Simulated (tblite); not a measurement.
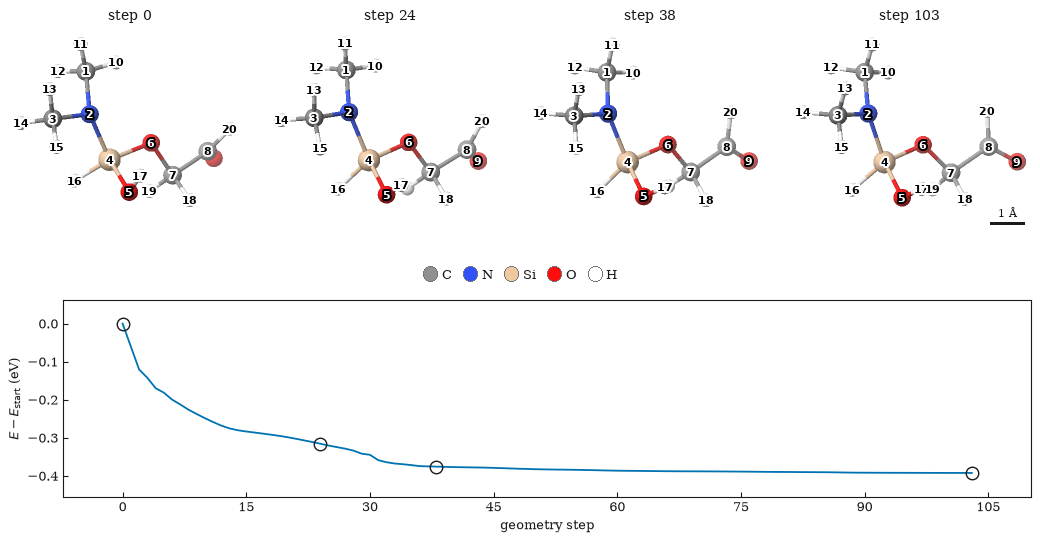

Frames of a relaxation of C4H11NO3Si, marked on the history of the run. The picture is a ball-and-stick view, seen from a free direction.

All numbers below come from GFN2-xTB geometry optimisation, gas phase in tblite 0.8.0. 

Describe the path.

Answer. The largest move after the best rigid fit is that of O9, 1.00 Å. Largest moves by element: O 1.00 Å, H 0.87 Å, C 0.26 Å, Si 0.17 Å, N 0.13 Å. Some distances before and after: O6–C7 1.423 → 1.388 Å, Si4–O5 1.651 → 1.626 Å, C8–O9 1.223 → 1.197 Å, C1–N2 1.466 → 1.444 Å. Bond angles that change, for instance: O5–Si4–H16 113.2° → 99.5°, N2–Si4–H16 111.0° → 120.1°, Si4–O5–H17 112.8° → 121.1°. Groups turn about C7–C8 by about 45°. The energy falls by 0.392 eV in 103 geometry steps. From step 0 to 24: H20 moves most (0.33 Å), energy −0.315 eV. From step 24 to 38: H20 moves most (0.44 Å), energy −0.060 eV. From step 38 to 103: O9 moves most (0.38 Å), energy −0.017 eV.
